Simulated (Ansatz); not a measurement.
In doubt: the elements are of a kind flagged for part-filled d or f shells, though by formal charges that shell is empty here, so the flag may not apply.

Consider BaTiO3 (Pm-3m).

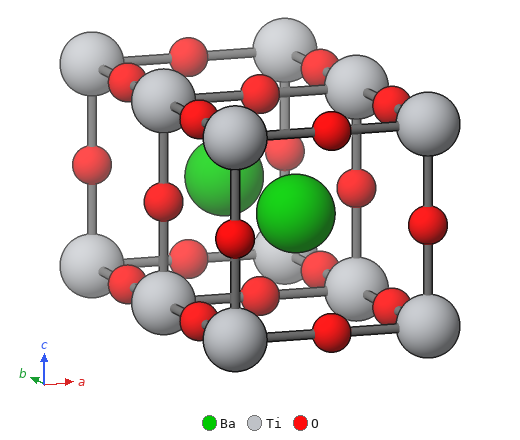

The structure (barium green, titanium light grey, oxygen red). 1×2×1 cells are drawn. Some periodic images of atoms are drawn too.

```xyz
5
Lattice="4.0060 0.0000 0.0000 0.0000 4.0060 0.0000 0.0000 0.0000 4.0060" Properties=species:S:1:pos:R:3 pbc="T T T"
Ba    2.0030    2.0030    2.0030
Ti    0.0000    0.0000    0.0000
O     2.0030    0.0000    0.0000
O     0.0000    2.0030    0.0000
O     0.0000    0.0000    2.0030
```

The cell and positions come from the Crystallography Open Database and are kept as given unless a step says otherwise. Spin-orbit coupling is left out unless a run names it.

Gaps computed with Ansatz 0.2.0 without a self-energy: PBE 1.81 eV, PBE+SOC 1.79 eV and HSE06+SOC 3.16 eV.

Question: What gap should G0W0 on PBE give (6×6×6 mesh, 382 empty bands, screening to 190 eV, all-electron files)?

About 3.20 eV: on its mesh the run moves the gap from 1.80 eV by +1.40 eV. Bands and cutoff are finite, so the gap is not at the basis limit. The miss can reach some tenths of an eV and take either sign; the mesh is an error of its own. This is the ideal cubic cell; many perovskites, halides above all, are cubic only on average, and local tilts or off-centring can widen the gap. The many-body steps are scalar-relativistic: spin-orbit coupling is not in them.

[Paths, hosts, dates, memory and timing lines, banners, echoed tables and standing remarks are left out of the program output.]

[Logs are printed without paths, hosts, clocks, repeated set-up lines and the standing remarks that a program may print on its own settings, such as how far it seeks lower states.]

[Runs of the session that timed out or met a known fault of the program may be left out.]

[Cells called generated may have been cut or substituted from an entry of the Crystallography Open Database or the Materials Project.]

[Hosts, paths, dates, database ids (printed as entryN), source tags and the programs' standing remarks are cut or masked in the printed files.]
